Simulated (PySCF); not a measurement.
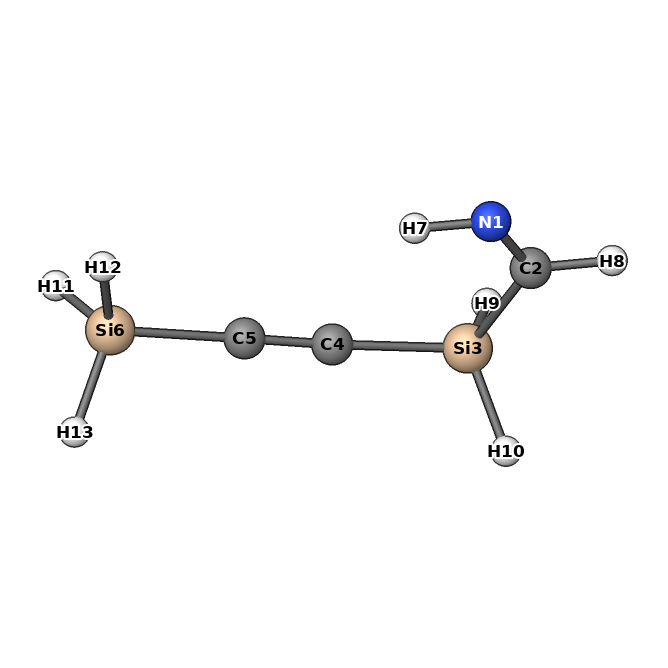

The questions are on Mulliken charges. The computed structure is the end point of a GFN2-xTB optimisation. No frequency run is at hand to confirm it as a minimum. Method: PBE0/pcSseg-1, gas phase (PySCF 2.14.0).

### Which atom carries the highest charge (most positive or least negative)?

Si3 (0.68 e).

### And the lowest?

N1 (−0.32 e).

Give the Mulliken charges atom by atom.

```tsv
atom	value (e)
N1	−0.32
C2	−0.23
Si3	0.68
C4	−0.30
C5	−0.29
Si6	0.53
H7	0.17
H8	0.13
H9	−0.07
H10	−0.07
H11	−0.08
H12	−0.08
H13	−0.08
```

Mulliken values depend strongly on the basis set and can even reverse the polarity of a bond. The geometry is semi-empirical. Around Si such bond lengths and angles can be off by a tenth of an ångström or more and by several degrees, and values that hang on the shape move with them.
